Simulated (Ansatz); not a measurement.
Calculation: PBE (plane waves to 420 eV, PAW; Ansatz, a first-principles code).

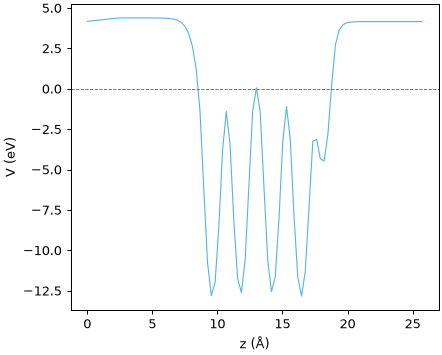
Figure: Electrostatic potential energy of an electron, averaged over planes parallel to the surface, in eV from the Fermi level, for Cl on the 1x1 (0001) surface of hcp Ti, one in a 2x1 cell, started at the site 'bridge Ti-Ti (span 2.9 Å)'

Slab: 9 atoms, 6.8 Å thick at the start under the adsorbate (thin: gaps and levels are the slab's own); k 6x12x1, smearing 0.1 eV, dipole-corrected; 4 atoms held, the rest relaxed; symmetry of the start imposed; no spin, no spin-orbit, no U, no dispersion correction. At the end it is bonded to 3 Ti. In PBE it is, or lies within 0.03 eV of, the lowest of the starts that converged.

The vacuum level lies 4.16 eV above the Fermi level over the top face and 4.38 eV above it under the bottom face.
